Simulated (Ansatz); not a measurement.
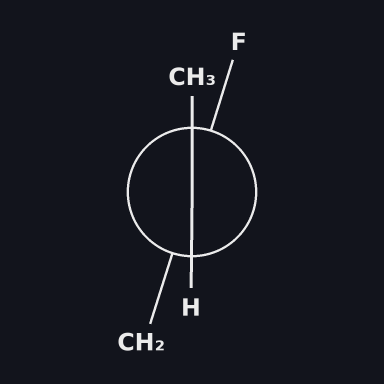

A Newman projection along the In–C bond, indium in front; angles are drawn as computed, but eclipsed bonds slightly apart. Computed geometry: PBE0-D4/def2-TZVP optimisation.

### Which molecule is it?

C3H6FIn, C=[C](F)[InH][CH3]

### What is the torsion angle from the front CH3 to the back F? The sign is positive where the front bond must turn clockwise to cover the back bond.

1°, synperiplanar (eclipsed).
